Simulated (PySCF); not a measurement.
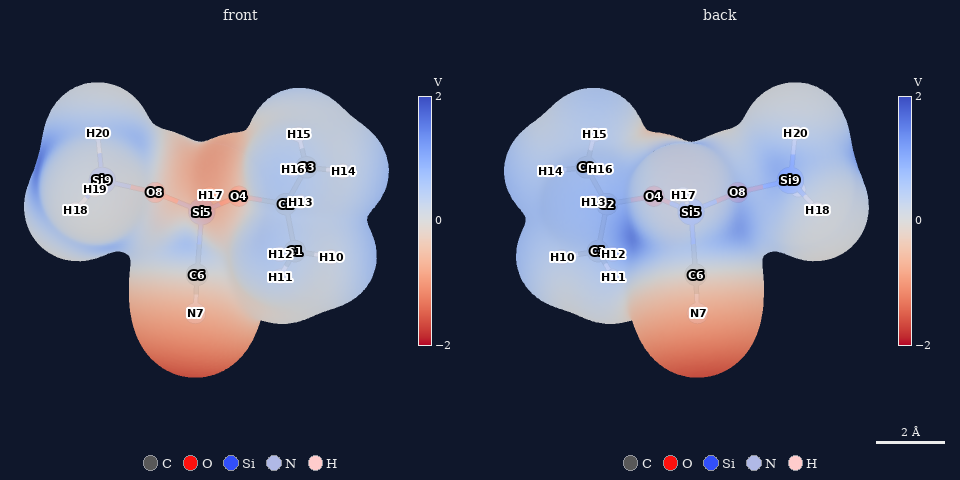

Figure. C$_{4}$H$_{11}$NO$_{2}$Si$_{2}$. The electrostatic potential painted on the density surface at 0.001 e/bohr³, seen from the front and from behind; the colour scale runs from red (negative) to blue (positive).

Geometry: GFN2-xTB.

Level of theory: PySCF 2.14.0, PBE0/pcSseg-1, SCF density, gas phase, non-relativistic.

```xyz
20

C    -2.1474   -0.8503   -0.8698
C    -1.6516    0.3293   -0.0404
C    -2.2112    1.6518   -0.5528
O    -0.2464    0.4047   -0.0978
Si    0.8947   -0.4000    0.6914
C     0.8111   -2.2445    0.3482
N     0.7308   -3.3718    0.1611
O     2.2701    0.1528    0.0828
Si    3.8225    0.4130   -0.3038
H    -3.2322   -0.9000   -0.8390
H    -1.7374   -1.7799   -0.4825
H    -1.8250   -0.7346   -1.9015
H    -1.9538    0.1865    1.0072
H    -3.2949    1.6517   -0.4799
H    -1.8144    2.4749    0.0353
H    -1.9214    1.7954   -1.5901
H     0.8653   -0.2185    2.1388
H     4.5934   -0.7072    0.2316
H     3.8666    0.4790   -1.7613
H     4.1762    1.6784    0.3355
```

### Describe the electrostatic potential map.

The most negative region (about −1.6 V, or −37 kcal/mol for a unit charge) lies over N7, the most positive (about +1.4 V, or +32 kcal/mol for a unit charge) over Si5 and Si9. N7 is the likeliest acceptor of a hydrogen bond.
